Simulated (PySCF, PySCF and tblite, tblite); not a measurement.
# C3H8O2Si2: a path driven as rotation about a bond, and NMR exchange, part 2 of 2

PySCF and tblite. Atoms count from 0. The steps go on from the part before.

## Step 7: Shieldings, saddle of leg 1: PBE0/pcSseg-1

The job: settings as JSON, then the geometry in Å.

```
{"job": {"kind": "nmr", "xc": "PBE0", "basis": "pcSseg-1", "pop": false}, "charge": 0, "multiplicity": 1}
O      1.709705    -0.553397    -2.047922
C      1.315532    -0.002784    -1.043122
Si     2.538077     0.532442     0.356537
C     -0.105859     0.327657    -0.774098
C     -0.934145    -0.408189    -0.033444
O     -0.582269    -1.618009     0.497305
Si    -2.722053     0.017447     0.413824
H      3.867487     0.047378     0.006851
H      2.040919    -0.068212     1.595919
H      2.470907     1.989826     0.441410
H     -0.444884     1.262939    -1.190475
H      0.296582    -1.886780     0.201583
H     -3.601366    -0.994795    -0.169670
H     -3.013965     1.346222    -0.127011
H     -2.834667     0.008255     1.872311
```

Standard output:

```text
coarse grid: 13640 points
cycle   1  E = -847.6880509572  dE =  7.987e-01  |g| = 8.888e-01  |ddm| = 3.570e+00
cycle   2  E = -847.2067765761  dE =  4.813e-01  |g| = 1.800e+00  |ddm| = 2.386e+00
cycle   3  E = -847.8308121683  dE = -6.240e-01  |g| = 2.180e-01  |ddm| = 1.923e+00
cycle   4  E = -847.8397181521  dE = -8.906e-03  |g| = 9.119e-02  |ddm| = 2.395e-01
cycle   5  E = -847.8412613950  dE = -1.543e-03  |g| = 2.190e-02  |ddm| = 6.895e-02
cycle   6  E = -847.8413592756  dE = -9.788e-05  |g| = 7.623e-03  |ddm| = 2.492e-02
cycle   7  E = -847.8413725486  dE = -1.327e-05  |g| = 1.877e-03  |ddm| = 7.182e-03
cycle   8  E = -847.8413730515  dE = -5.029e-07  |g| = 1.018e-03  |ddm| = 2.504e-03
final grid: 122872 points
cycle   9  E = -847.9019641461  dE = -3.786e-06  |g| = 1.274e-02  |ddm| = 2.271e-02
cycle  10  E = -847.9018685712  dE =  9.557e-05  |g| = 2.562e-02  |ddm| = 2.787e-02
cycle  11  E = -847.9019935207  dE = -1.249e-04  |g| = 2.135e-03  |ddm| = 1.991e-02
cycle  12  E = -847.9019944201  dE = -8.994e-07  |g| = 3.068e-04  |ddm| = 1.592e-03
cycle  13  E = -847.9019944352  dE = -1.511e-08  |g| = 1.025e-04  |ddm| = 3.629e-04
cycle  14  E = -847.9019944374  dE = -2.138e-09  |g| = 3.975e-05  |ddm| = 1.239e-04
cycle  15  E = -847.9019944377  dE = -3.349e-10  |g| = 1.408e-05  |ddm| = 4.664e-05
converged SCF energy = -847.9019944377

GIAO shielding tensors (ppm)
atom      isotropic    diamagn.    paramagn.     s11        s22        s33       span
  0 O     -650.722     398.070   -1048.792  -1747.374   -549.014    344.221   2091.594
  1 C      -65.518     250.380    -315.898   -187.844   -100.691     91.981    279.824
  2 Si     434.258     880.468    -446.210    386.967    441.576    474.231     87.264
  3 C       57.660     263.651    -205.991    -40.993     95.014    118.959    159.952
  4 C       25.993     254.119    -228.126    -66.864     29.353    115.491    182.355
  5 O      199.507     392.522    -193.015    126.779    181.215    290.527    163.748
  6 Si     423.388     879.849    -456.460    394.515    416.467    459.183     64.668
  7 H       27.902      29.226      -1.325     24.604     25.983     33.117      8.513
  8 H       27.382      29.962      -2.580     24.516     27.552     30.076      5.559
  9 H       27.368      29.329      -1.961     24.472     26.750     30.882      6.410
 10 H       26.139      34.319      -8.179     23.241     26.914     28.263      5.022
 11 H       27.088      34.679      -7.591     19.868     26.340     35.054     15.186
 12 H       27.452      28.000      -0.547     24.260     25.688     32.409      8.148
 13 H       27.806      28.938      -1.132     24.808     26.570     32.039      7.231
 14 H       27.386      28.475      -1.089     24.395     25.824     31.940      7.545
```

Run time: 18 s. Hardware: 1 thread of Arm Neoverse V2, shared host; peak memory 0.81 GiB.

This run: HOMO -7.01 eV, LUMO -1.69 eV; dipole 1.95 D.

## Step 8: Shieldings, end: PBE0/pcSseg-1

The job: settings as JSON, then the geometry in Å.

```
{"job": {"kind": "nmr", "xc": "PBE0", "basis": "pcSseg-1", "pop": false}, "charge": 0, "multiplicity": 1}
O      1.738458     0.741929    -1.770573
C      1.274030     0.384431    -0.693102
Si     2.589221    -0.033808     0.648889
C     -0.170500     0.356187    -0.510537
C     -0.910642    -0.113297     0.511211
O     -0.453770    -0.722517     1.618669
Si    -2.811332    -0.032280     0.586610
H      3.884353     0.358002     0.119431
H      2.539091    -1.478902     0.928996
H      2.265429     0.689854     1.887502
H     -0.715736     0.779282    -1.344476
H      0.508213    -0.816306     1.630591
H     -3.301827    -1.409383     0.621846
H     -3.299598     0.681784    -0.591004
H     -3.156683     0.666576     1.823356
```

Standard output:

```text
coarse grid: 13640 points
cycle   1  E = -847.6879653464  dE =  8.360e-01  |g| = 9.032e-01  |ddm| = 3.603e+00
cycle   2  E = -847.0167297687  dE =  6.712e-01  |g| = 1.976e+00  |ddm| = 3.940e+00
cycle   3  E = -847.8340819084  dE = -8.174e-01  |g| = 2.835e-01  |ddm| = 3.415e+00
cycle   4  E = -847.8477094139  dE = -1.363e-02  |g| = 1.375e-01  |ddm| = 3.833e-01
cycle   5  E = -847.8508708097  dE = -3.161e-03  |g| = 4.031e-02  |ddm| = 1.285e-01
cycle   6  E = -847.8512070208  dE = -3.362e-04  |g| = 1.387e-02  |ddm| = 4.440e-02
cycle   7  E = -847.8512541072  dE = -4.709e-05  |g| = 4.079e-03  |ddm| = 1.693e-02
cycle   8  E = -847.8512570761  dE = -2.969e-06  |g| = 1.535e-03  |ddm| = 3.924e-03
final grid: 122872 points
cycle   9  E = -847.9111089502  dE =  1.796e-06  |g| = 1.376e-02  |ddm| = 2.545e-02
cycle  10  E = -847.9109839601  dE =  1.250e-04  |g| = 2.878e-02  |ddm| = 3.974e-02
cycle  11  E = -847.9111440134  dE = -1.601e-04  |g| = 2.400e-03  |ddm| = 2.937e-02
cycle  12  E = -847.9111450991  dE = -1.086e-06  |g| = 3.881e-04  |ddm| = 2.252e-03
cycle  13  E = -847.9111451207  dE = -2.168e-08  |g| = 1.707e-04  |ddm| = 4.447e-04
cycle  14  E = -847.9111451275  dE = -6.765e-09  |g| = 4.891e-05  |ddm| = 1.906e-04
cycle  15  E = -847.9111451281  dE = -5.953e-10  |g| = 1.477e-05  |ddm| = 6.585e-05
converged SCF energy = -847.9111451281

GIAO shielding tensors (ppm)
atom      isotropic    diamagn.    paramagn.     s11        s22        s33       span
  0 O     -514.075     398.667    -912.742  -1437.021   -445.772    340.567   1777.588
  1 C      -34.515     247.656    -282.171   -125.525    -83.336    105.317    230.842
  2 Si     436.998     880.955    -443.956    374.823    451.672    484.499    109.676
  3 C       58.181     258.527    -200.347    -33.879     90.872    117.549    151.428
  4 C        9.546     255.971    -246.424    -89.974      5.749    112.865    202.839
  5 O      174.145     391.651    -217.506     83.008    155.139    284.289    201.281
  6 Si     417.776     879.620    -461.844    381.986    413.865    457.477     75.491
  7 H       27.620      29.122      -1.502     24.262     25.804     32.794      8.532
  8 H       27.295      29.910      -2.615     24.280     27.076     30.528      6.248
  9 H       27.229      29.861      -2.632     23.892     27.459     30.337      6.446
 10 H       25.971      34.457      -8.486     23.826     24.179     29.907      6.081
 11 H       25.287      35.023      -9.736     17.862     22.714     35.285     17.423
 12 H       27.321      28.126      -0.805     24.285     25.740     31.937      7.652
 13 H       27.724      28.641      -0.917     24.315     26.514     32.342      8.027
 14 H       27.336      28.053      -0.717     24.244     25.920     31.844      7.601
```

Run time: 18 s. Hardware: 1 thread of Arm Neoverse V2, shared host; peak memory 0.82 GiB.

Key values: HOMO -6.94 eV, LUMO -1.93 eV; dipole 2.45 D.

## Step 9: The path in numbers

The job: settings as JSON, then the geometry in Å.

```
{"job": {"smiles": "O=C([SiH3])C=C(O)[SiH3]", "charge": 0, "mult": 1, "motion": "rotation", "what": "diene or enone", "atoms": [1, 3], "drives": [{"terms": [["t", [0, 1, 3, 4], 0.25], ["t", [0, 1, 3, 10], 0.25], ["t", [2, 1, 3, 4], 0.25], ["t", [2, 1, 3, 10], 0.25]], "by": 180, "n": 12}], "study": "path", "level": {"kind": "nmr", "xc": "PBE0", "basis": "pcSseg-1"}, "fields": [60, 250, 360], "first": 0, "seed": 916, "kind": "path"}, "charge": 0, "multiplicity": 1}
O      1.484956    -1.539062     0.183224
C      1.306559    -0.315121     0.297115
Si     2.863845     0.805185     0.321925
C     -0.011258     0.249054     0.391646
C     -1.129827    -0.527383     0.367624
O     -1.062603    -1.845756     0.253566
Si    -2.922700     0.095599     0.491539
H      3.404214     0.816034    -1.036563
H      3.812107     0.210995     1.258870
H      2.465885     2.151977     0.735367
H     -0.106272     1.317472     0.486527
H     -0.094933    -2.097752     0.195158
H     -3.615856    -0.330699    -0.722416
H     -2.889290     1.553538     0.606828
H     -3.516351    -0.522096     1.675667
```

Standard output:

```text
stationary points (kcal/mol above the start)
  n  kind          group   xTB      DFT    lowest mode
  0  minimum      C1       0.00     0.00     -24.9
  1  saddle       C1      12.54    19.42     -87.1
  2  minimum      C1       8.47    13.67      22.4

GFN2-xTB energies: T/K, barrier G, reaction G (kcal/mol), k forward, k back (1/s)
 150.00    12.17     8.68   5.87e-06   2.63e+07
 200.00    12.24     8.68      0.176   5.44e+08
 250.00    12.31     8.67       90.4   3.41e+09
 298.15    12.37     8.63   5.29e+03   1.13e+10
 350.00    12.44     8.58   1.24e+05   2.85e+10
 400.00    12.50     8.52   1.23e+06   5.59e+10
 500.00    12.63     8.38   3.14e+07   1.44e+11

PBE0/pcSseg-1 + D3(BJ) energies: T/K, barrier G, reaction G (kcal/mol), k forward, k back (1/s)
 150.00    19.05    13.88   5.42e-16   9.14e+04
 200.00    19.13    13.88   5.25e-09   7.79e+06
 250.00    19.20    13.87   8.62e-05   1.14e+08
 298.15    19.26    13.83     0.0473   6.53e+08
 350.00    19.33    13.78       6.23   2.52e+09
 400.00    19.39    13.72        212   6.68e+09
 500.00    19.52    13.58   3.07e+04   2.64e+10
```

Run time: 69 s. Hardware: 1 thread of Arm Neoverse V2, shared host; peak memory 0.82 GiB. This counts the whole study up to here.

Barriers by level (kcal/mol; entropies in cal/(mol K)). Zero-point and thermal terms come from xTB in every row. ΔG‡ leaves symmetry out; the rate counts one path; effective ΔG‡, where given, is the barrier that would give that rate by Eyring's equation alone:

```
                 level    ΔE‡  with zero-point    ΔH‡   ΔS‡  ΔG‡ (298 K)  ΔE of reaction  k at 298 K (1/s)  effective ΔG‡
              GFN2-xTB  12.53            12.00  11.85  -1.8        12.37            8.47           5.3e+03          12.37
PBE0/pcSseg-1 + D3(BJ)  19.42            18.89  18.74  -1.8        19.26           13.67             0.047          19.26
```

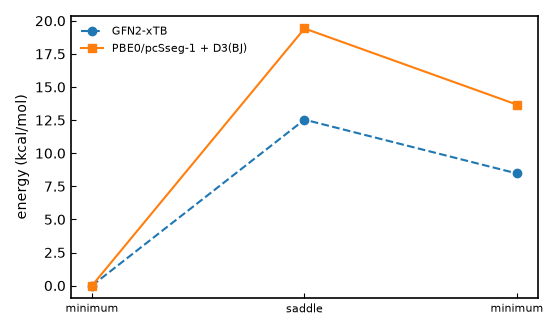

The xTB stationary points, at both levels.

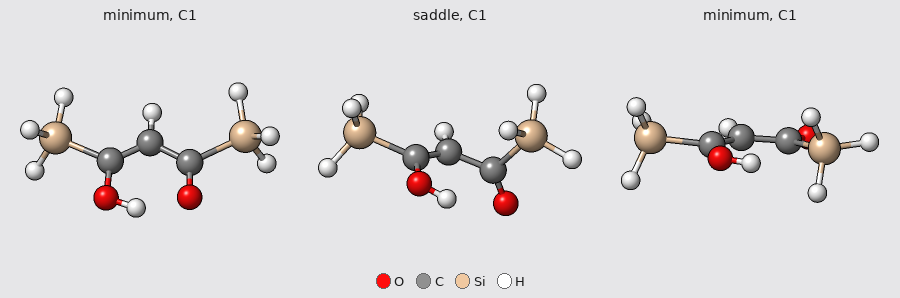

The stationary points in order.

Sites that the driver pairs across this motion, and where their lines would merge (no couplings; faster rotations or exchange between molecules can average them sooner):

| nucleus | sites: shielding (ppm) | proton frequency (MHz) | spread (Hz) | coalescence (K) | lines at 298 K |
| --- | --- | --- | --- | --- | --- |
| ¹⁷O | O0: -290.6; O0 (end): -514.1 | 360 | 10908 | not given | – |
| ¹H | H11: 16.41; H11 (end): 25.29 | 360 | 3197 | not given | – |
| ¹⁷O | O5: 140.8; O5 (end): 174.1 | 360 | 1630 | not given | – |
| ¹³C | C4: -2.4; C4 (end): 9.5 | 360 | 1079 | not given | – |
| ¹³C | C1: -43.8; C1 (end): -34.5 | 360 | 843 | not given | – |
| ¹³C | C3: 63.9; C3 (end): 58.2 | 360 | 517 | not given | – |
| ²⁹Si | Si6: 424.7; Si6 (end): 417.8 | 360 | 493 | not given | – |
| ¹H | H10: 25.34; H10 (end): 25.97 | 360 | 227 | not given | – |

A dash: the driver gave no coalescence for this row (it judged the minor form too scarce).

Rows that set an atom against itself at the end compare its shielding in the two forms.

Lines of quadrupolar nuclei are broad, so their coalescence could hardly be seen.

## Step 10: Results

This closing draws on all 2 parts.

```
                        quantity                               value
barrier (PBE0/pcSseg-1 + D3(BJ))  ΔE‡ 19.4, ΔG‡(298 K) 19.3 kcal/mol
              barrier (GFN2-xTB)                   ΔE‡ 12.5 kcal/mol
                   rate at 298 K                           0.047 s⁻¹
                 end of the path        13.7 kcal/mol from the start
```

The barrier is 19.4 kcal/mol at the DFT level (xTB: 12.5); with thermal terms and the count of paths the DFT value gives a rate of 0.047 s⁻¹ at 298 K. An error of 1.4 kcal/mol changes that rate tenfold. A minimum keeps an imaginary mode.
